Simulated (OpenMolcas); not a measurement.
C2H3F3: energy and gradient calculation (part 2 of 2)

Continued. System: C2H3F3. Method: BHLYP/def2-SVP, RKS (OpenMolcas 26.06). The geometry comes from this level: PBE0-D4/def2-TZVP.

Geometry of the input (Å):
```
F  -1.1428  -0.6810  1.1631
C  -0.1882  0.1951  0.7118
C  0.1729  -0.1524  -0.7113
F  0.8242  -1.3358  -0.7565
F  1.0117  0.8036  -1.1822
H  0.7017  0.1189  1.3425
H  -0.5885  1.2115  0.7473
H  -0.6988  -0.2170  -1.3705
```

Log, continued
```
 *****************************************************************************************************************************
 *                                             SCF/KS-DFT Program, Final results                                             *
 *                                                       Final Results                                                       *
 *****************************************************************************************************************************

::    Total KS-DFT energy                            -377.0837749724
      One-electron energy                            -924.7551548231
      Two-electron energy                             356.3115943098
      Nuclear repulsion energy                        191.3597855408
      Kinetic energy (interpolated)                   374.9885640311
      Virial theorem                                    1.0055873996
      Total spin, S(S+1)                                0.0000000000
      Total spin, S                                     0.0000000000
      Max non-diagonal density matrix element           0.0000000427
      Max non-diagonal Fock matrix element              0.0000000028

      All orbitals with orbital energies smaller than  E(LUMO)+0.5 are printed

++    Molecular orbitals:
      -------------------

      Title: RKS-DFT orbitals

      Molecular orbitals for symmetry species 1: a

      Basis set list:
        1 F1     1s                 18 C2     2px                35 C3     2py                52 F4     3d2-               69 F5     3d1+
        2 F1     1s                 19 C2     2px                36 C3     2pz                53 F4     3d1-               70 F5     3d2+
        3 F1     1s                 20 C2     2py                37 C3     2pz                54 F4     3d0                71 H6     1s
        4 F1     2px                21 C2     2py                38 C3     3d2-               55 F4     3d1+               72 H6     1s
        5 F1     2px                22 C2     2pz                39 C3     3d1-               56 F4     3d2+               73 H6     2px
        6 F1     2py                23 C2     2pz                40 C3     3d0                57 F5     1s                 74 H6     2py
        7 F1     2py                24 C2     3d2-               41 C3     3d1+               58 F5     1s                 75 H6     2pz
        8 F1     2pz                25 C2     3d1-               42 C3     3d2+               59 F5     1s                 76 H7     1s
        9 F1     2pz                26 C2     3d0                43 F4     1s                 60 F5     2px                77 H7     1s
       10 F1     3d2-               27 C2     3d1+               44 F4     1s                 61 F5     2px                78 H7     2px
       11 F1     3d1-               28 C2     3d2+               45 F4     1s                 62 F5     2py                79 H7     2py
       12 F1     3d0                29 C3     1s                 46 F4     2px                63 F5     2py                80 H7     2pz
       13 F1     3d1+               30 C3     1s                 47 F4     2px                64 F5     2pz                81 H8     1s
       14 F1     3d2+               31 C3     1s                 48 F4     2py                65 F5     2pz                82 H8     1s
       15 C2     1s                 32 C3     2px                49 F4     2py                66 F5     3d2-               83 H8     2px
       16 C2     1s                 33 C3     2px                50 F4     2pz                67 F5     3d1-               84 H8     2py
       17 C2     1s                 34 C3     2py                51 F4     2pz                68 F5     3d0                85 H8     2pz

  Index Energy  Occupation Coefficients ...

    1  -25.3271    2.0000         57 F5     1s     ( 0.989),

    2  -25.3222    2.0000         43 F4     1s     (-0.989),

    3  -25.3069    2.0000          1 F1     1s     (-0.989),

    4  -10.7697    2.0000         29 C3     1s     ( 0.989),

    5  -10.6931    2.0000         15 C2     1s     ( 0.989),

    6   -1.4090    2.0000         30 C3     1s     ( 0.207),    44 F4     1s     ( 0.381),    45 F4     1s     ( 0.261),    57 F5     1s     ( 0.202),
                                  58 F5     1s     ( 0.400),    59 F5     1s     ( 0.276),

    7   -1.3522    2.0000          1 F1     1s     (-0.271),     2 F1     1s     (-0.538),     3 F1     1s     (-0.376),

    8   -1.3435    2.0000          2 F1     1s     ( 0.214),    43 F4     1s     (-0.214),    44 F4     1s     (-0.427),    45 F4     1s     (-0.295),
                                  58 F5     1s     ( 0.374),    59 F5     1s     ( 0.260),

    9   -0.8843    2.0000         16 C2     1s     ( 0.388),    30 C3     1s     ( 0.354),

   10   -0.7589    2.0000         16 C2     1s     ( 0.285),    30 C3     1s     (-0.340),    48 F4     2py    ( 0.185),    62 F5     2py    (-0.174),
                                  81 H8     1s     (-0.174),

   11   -0.6662    2.0000         32 C3     2px    (-0.306),    48 F4     2py    ( 0.274),    49 F4     2py    (-0.166),    62 F5     2py    (-0.208),
                                  64 F5     2pz    ( 0.188),    81 H8     1s     ( 0.190),

   12   -0.6527    2.0000         20 C2     2py    ( 0.151),    34 C3     2py    ( 0.291),    46 F4     2px    (-0.262),    47 F4     2px    ( 0.161),
                                  48 F4     2py    ( 0.194),    60 F5     2px    ( 0.287),    61 F5     2px    (-0.175),    62 F5     2py    ( 0.209),

   13   -0.6377    2.0000          4 F1     2px    (-0.160),     6 F1     2py    (-0.253),     7 F1     2py    ( 0.158),    22 C2     2pz    ( 0.240),
                                  36 C3     2pz    (-0.230),    48 F4     2py    (-0.177),    50 F4     2pz    ( 0.223),    51 F4     2pz    (-0.139),
                                  62 F5     2py    ( 0.187),    64 F5     2pz    ( 0.195),

   14   -0.5898    2.0000          4 F1     2px    ( 0.419),     5 F1     2px    (-0.269),    20 C2     2py    ( 0.295),    76 H7     1s     ( 0.213),

   15   -0.5851    2.0000          6 F1     2py    ( 0.269),     8 F1     2pz    (-0.357),     9 F1     2pz    ( 0.231),    18 C2     2px    ( 0.269),
                                  71 H6     1s     ( 0.217),

   16   -0.5321    2.0000          6 F1     2py    ( 0.311),     7 F1     2py    (-0.209),     8 F1     2pz    ( 0.224),    46 F4     2px    (-0.223),
                                  47 F4     2px    ( 0.158),    50 F4     2pz    ( 0.235),    51 F4     2pz    (-0.159),    60 F5     2px    (-0.264),
                                  61 F5     2px    ( 0.181),    62 F5     2py    ( 0.180),    64 F5     2pz    ( 0.226),    65 F5     2pz    (-0.156),

   17   -0.5310    2.0000         50 F4     2pz    ( 0.419),    51 F4     2pz    (-0.290),    64 F5     2pz    (-0.442),    65 F5     2pz    ( 0.310),

   18   -0.5043    2.0000         46 F4     2px    ( 0.323),    47 F4     2px    (-0.217),    48 F4     2py    ( 0.339),    49 F4     2py    (-0.233),
                                  50 F4     2pz    (-0.212),    60 F5     2px    (-0.205),    62 F5     2py    ( 0.405),    63 F5     2py    (-0.277),

   19   -0.4857    2.0000          8 F1     2pz    (-0.355),     9 F1     2pz    ( 0.252),    32 C3     2px    (-0.220),    46 F4     2px    (-0.305),
                                  47 F4     2px    ( 0.210),    60 F5     2px    (-0.312),    61 F5     2px    ( 0.224),    81 H8     1s     ( 0.249),

   20   -0.4453    2.0000          4 F1     2px    ( 0.345),     5 F1     2px    (-0.248),     6 F1     2py    (-0.317),     7 F1     2py    ( 0.228),
                                  18 C2     2px    ( 0.235),    20 C2     2py    (-0.212),    71 H6     1s     ( 0.260),    76 H7     1s     (-0.292),

   21   -0.4183    2.0000          8 F1     2pz    ( 0.276),     9 F1     2pz    (-0.208),    22 C2     2pz    ( 0.305),    36 C3     2pz    (-0.335),
                                  50 F4     2pz    (-0.270),    51 F4     2pz    ( 0.197),    64 F5     2pz    (-0.264),    65 F5     2pz    ( 0.193),
                                  81 H8     1s     ( 0.231),

   22    0.1062    0.0000         17 C2     1s     (-1.930),    72 H6     1s     ( 0.989),    77 H7     1s     ( 1.676),    82 H8     1s     ( 0.973),

   23    0.1132    0.0000         17 C2     1s     ( 1.195),    31 C3     1s     (-1.492),    72 H6     1s     (-1.110),    82 H8     1s     ( 1.603),

   24    0.1373    0.0000         17 C2     1s     (-1.030),    72 H6     1s     ( 1.339),

   25    0.1590    0.0000         19 C2     2px    (-0.960),    31 C3     1s     (-1.110),    72 H6     1s     ( 1.024),    77 H7     1s     (-1.588),
                                  82 H8     1s     ( 1.334),

   26    0.2166    0.0000         21 C2     2py    (-0.638),    35 C3     2py    ( 1.240),    45 F4     1s     ( 0.882),    72 H6     1s     (-0.690),

   27    0.2660    0.0000         17 C2     1s     (-2.082),    37 C3     2pz    ( 1.406),

   28    0.3028    0.0000         17 C2     1s     (-2.366),    23 C2     2pz    ( 1.908),    31 C3     1s     ( 3.024),

   29    0.4946    0.0000         31 C3     1s     (-3.430),

   30    0.5191    0.0000         16 C2     1s     (-0.916),    19 C2     2px    (-0.750),    21 C2     2py    (-0.670),    31 C3     1s     ( 0.978),
                                  35 C3     2py    ( 0.507),    37 C3     2pz    ( 0.795),

   31    0.5403    0.0000         17 C2     1s     (-2.530),    31 C3     1s     ( 1.274),

   32    0.5599    0.0000         17 C2     1s     (-0.922),    19 C2     2px    ( 0.536),    34 C3     2py    ( 0.574),    37 C3     2pz    ( 0.663),
                                  76 H7     1s     ( 0.578),    81 H8     1s     ( 0.592),

   33    0.5825    0.0000         17 C2     1s     (-1.441),    21 C2     2py    ( 1.195),    31 C3     1s     ( 1.095),    35 C3     2py    (-1.152),
                                  37 C3     2pz    ( 0.929),

--

++    Molecular charges:
      ------------------

      Mulliken charges per centre and basis function type
      ---------------------------------------------------

                F1      C2      C3      F4      F5      H6      H7      H8
      1s       3.9257  3.0143  3.0184  3.9131  3.9142  0.9351  0.9394  0.9523
      2px      1.7261  0.8339  0.8070  1.8155  1.7541  0.0120  0.0048  0.0116
      2pz      1.8930  0.9441  0.9796  1.9338  1.8864  0.0080  0.0039  0.0081
      2py      1.7577  0.8566  0.6020  1.5944  1.7113  0.0035  0.0147  0.0015
      3d2+     0.0015  0.0161  0.0279  0.0022  0.0014  0.0000  0.0000  0.0000
      3d1+     0.0014  0.0156  0.0199  0.0005  0.0013  0.0000  0.0000  0.0000
      3d0      0.0010  0.0153  0.0222  0.0012  0.0011  0.0000  0.0000  0.0000
      3d1-     0.0011  0.0080  0.0212  0.0013  0.0015  0.0000  0.0000  0.0000
      3d2-     0.0028  0.0179  0.0359  0.0030  0.0029  0.0000  0.0000  0.0000
      Total    9.3102  5.7218  5.5342  9.2650  9.2741  0.9585  0.9629  0.9734

      N-E     -0.3102  0.2782  0.4658 -0.2650 -0.2741  0.0415  0.0371  0.0266

      Total electronic charge=   42.000000

      Total            charge=   -0.000000
--

++    Molecular properties:
      ---------------------

      Charge (e):
                      =   -0.0000
      Dipole Moment (debye):
      Origin of the operator (angstrom)=    0.1475   -0.2549   -0.1667
                   X= -6.2643E-01               Y=  1.4530E+00               Z=  2.0758E-01           Total=  1.5958E+00
      Quadrupole Moment (debye*angstrom):
      Origin of the operator (angstrom)=    0.1475   -0.2549   -0.1667
                  XX= -2.8829E+01              XY= -1.4024E+00              XZ=  3.8275E+00              YY= -2.8345E+01
                  YZ=  1.9566E+00              ZZ= -2.7193E+01
      In traceless form (debye*angstrom)
                  XX= -1.0599E+00              XY= -2.1036E+00              XZ=  5.7413E+00              YY= -3.3390E-01
                  YZ=  2.9349E+00              ZZ=  1.3938E+00
--

--- Stop Module: scf /rc=_RC_ALL_IS_WELL_ ---
--- Module scf spent 20 seconds ---

--- Start Module: alaska ---

                                              &ALASKA

                       available to each process: 1.9 GB of memory, 1 thread

                     Threshold for contributions to the gradient: 1.000E-07

                    ********************************************
                    * Symmetry Adapted Cartesian Displacements *
                    ********************************************

           Irreducible representation : a
           Basis function(s) of irrep: x, y, xy, Rz, z, xz, Ry, yz, Rx, I

 Basis Label        Type   Center Phase
   1   F1           x         1     1
   2   F1           y         1     1
   3   F1           z         1     1
   4   C2           x         2     1
   5   C2           y         2     1
   6   C2           z         2     1
   7   C3           x         3     1
   8   C3           y         3     1
   9   C3           z         3     1
  10   F4           x         4     1
  11   F4           y         4     1
  12   F4           z         4     1
  13   F5           x         5     1
  14   F5           y         5     1
  15   F5           z         5     1
  16   H6           x         6     1
  17   H6           y         6     1
  18   H6           z         6     1
  19   H7           x         7     1
  20   H7           y         7     1
  21   H7           z         7     1
  22   H8           x         8     1
  23   H8           y         8     1
  24   H8           z         8     1

                     No automatic utilization of translational and rotational invariance of the energy is employed.

 DFT contribution computed for a moving grid.

 Conventional ERI gradients!

 **************************************************
 *              Molecular gradients               *
 **************************************************

  Irreducible representation: a
 ------------------------------------------------------------------------------------------
                              X                       Y                       Z
 ------------------------------------------------------------------------------------------
  F1               -7.35289889962942E-03   -6.23524883598403E-03    4.32452025163066E-03
  C2                6.85895541355924E-03    7.47872961651730E-03   -3.83772317252173E-04
  C3               -1.06662675143525E-02    1.90428087151673E-03    2.08597993053417E-03
  F4                5.44395715561841E-03   -1.03608800517065E-02   -1.15099838036903E-03
  F5                7.16272856681144E-03    8.03279237543464E-03   -4.63288035747667E-03
  H6               -1.39020780211219E-04   -4.57988554512387E-04    8.48052730423099E-04
  H7               -8.04002514089186E-04    6.79377814112314E-05    1.88095857614590E-04
  H8               -5.03451427757540E-04   -4.29623202786389E-04   -1.27899771514262E-03
 ------------------------------------------------------------------------------------------

--- Stop Module: alaska /rc=_RC_ALL_IS_WELL_ ---
--- Module alaska spent 9 seconds ---

.##################.
.# Happy landing! #.
.##################.

    Timing: Wall=33.01 User=29.05 System=3.89
```

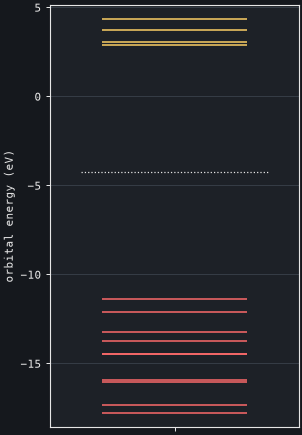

Fig. 1: Orbital energies near the frontier; the dotted line parts filled from empty levels, and levels within 0.02 eV of each other stand side by side. Highest filled −11.38 eV, lowest empty 2.89 eV, 14.27 eV apart.

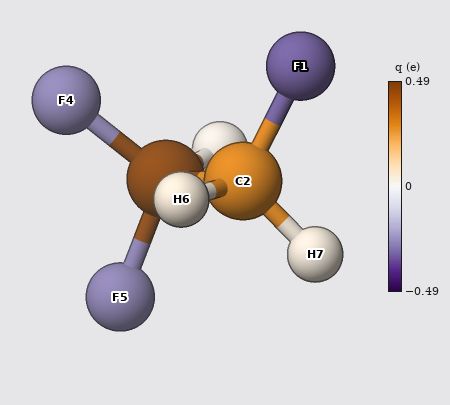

Fig. 2: Mulliken charges, as the colour of each atom (ball-and-stick view, seen at a tilt; atoms are numbered from 1 in the order of the input). By element: F −0.31 to −0.27, C +0.28 to +0.47 and H +0.03 to +0.04 e.

Key numbers

```tsv
quantity	value
outcome	converged
total energy	−377.083775 hartree
basis functions	85
largest force	0.605 eV/Å
HOMO	−11.38 eV
LUMO	2.89 eV
dipole moment	1.60 debye
wall time	34 s
peak memory	0.47 GiB
```
